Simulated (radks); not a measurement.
**Atomic calculation, with input and output: Cu²⁺**

The copper ion Cu²⁺ in the configuration [Ar] 3d8 4s1 (both spins equally filled). Computed at this level: non-relativistic Kohn-Sham, LDA (Slater exchange, Perdew-Wang correlation), spin-polarised, spherical densities, point nucleus (the in-house radial solver radks).

**Results in brief**

- outcome: converged
- total energy: −1636.2950 hartree
- kinetic energy: 1634.5693 hartree
- electron–nucleus energy: −3887.4331 hartree
- Hartree energy: 679.822117 hartree
- exchange–correlation energy: −63.253343 hartree
- radius at density 0.001 e/bohr³: 3.41 bohr
- SCF iterations: 16
- hardware: 1 CPU thread, shared host

**Input file**
```
Z 29
configuration [Ar] 4s0.5 4s0.5 3d4 3d4
relativity non-relativistic
functional lda,pw
spin polarised
nucleus point
```

Energies in input and log are in hartree, lengths in bohr.

**The program's output**
```
1s      1   1.0000        -322.04210592
2s      1   1.0000         -39.43119567
2p      1   3.0000         -34.76716879
3s      1   1.0000          -5.29043358
3p      1   3.0000          -3.83241067
4s      1   0.5000          -0.90629075
3d      1   4.0000          -1.36886027
1s      2   1.0000        -322.04210592
2s      2   1.0000         -39.43119567
2p      2   3.0000         -34.76716879
3s      2   1.0000          -5.29043358
3p      2   3.0000          -3.83241067
4s      2   0.5000          -0.90629075
3d      2   4.0000          -1.36886027
Etot -1636.29503192361
Ekin 1634.5693030907507
Encl -3887.433108629689
Eh 679.8221165038206
Exc -63.253342888492085
err 1.2779150576552085e-09
it 16
```

**Slater integrals of the outer shells (hartree)**

```csv
integral,value
"F0(4s,4s)",0.4087
"F0(4s,3d)",0.5152
"G2(4s,3d)",0.0568
"F0(4s,3p)",0.5237
"G1(4s,3p)",0.0340
"F0(4s,3s)",0.5252
"G0(4s,3s)",0.0248
"F0(3d,3d)",1.0720
"F2(3d,3d)",0.4950
"F4(3d,3d)",0.3077
"F0(3d,3p)",1.1368
"F2(3d,3p)",0.5360
"G1(3d,3p)",0.6604
"G3(3d,3p)",0.4014
```

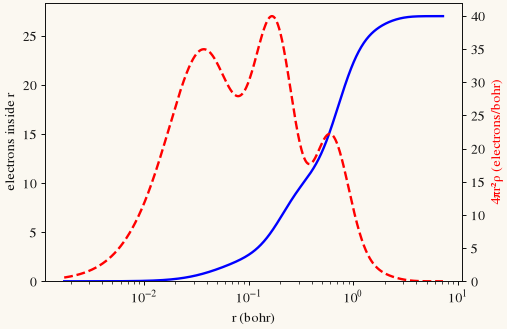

**Figure 1.** The number of electrons inside radius r (solid) and the radial density 4πr²ρ (dashed). The count levels off at 27 electrons. Half of them lie within 0.517 bohr, 90 % within 1.26 bohr and 99 % within 2.70 bohr. The radial density has minima at 0.0794 and 0.381 bohr, where the count stands at 2.1 and 10.9; these part the shells that the density resolves.

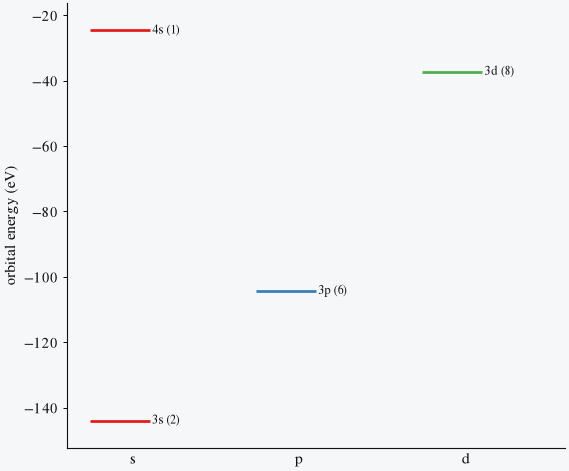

**Figure 2.** The outer levels are drawn (occupations in brackets). The highest occupied level is 4s at −24.7 eV. From the top down the occupied levels run 4s (−24.7 eV), 3d (−37.2 eV), 3p (−104.3 eV), 3s (−144.0 eV).

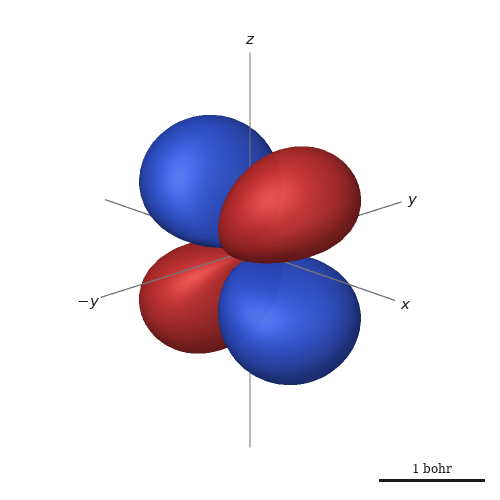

**Figure 3.** One occupied orbital is shown. The surface of constant |ψ| that holds about 80 % of the electron is drawn, red where ψ is positive and blue where it is negative. The radial function comes from the spherical calculation and is multiplied by a real spherical harmonic; the overall sign is chosen so that the largest lobe of P(r) is positive. It is 3d(xz). It has the nodal planes xy and yz and no radial node. The maximum of P² lies at 0.584 bohr, ⟨r⟩ = 0.866 bohr, 90 % of the charge lies within 1.48 bohr, and the eigenvalue is −37.2 eV, with 8 electrons in the shell.
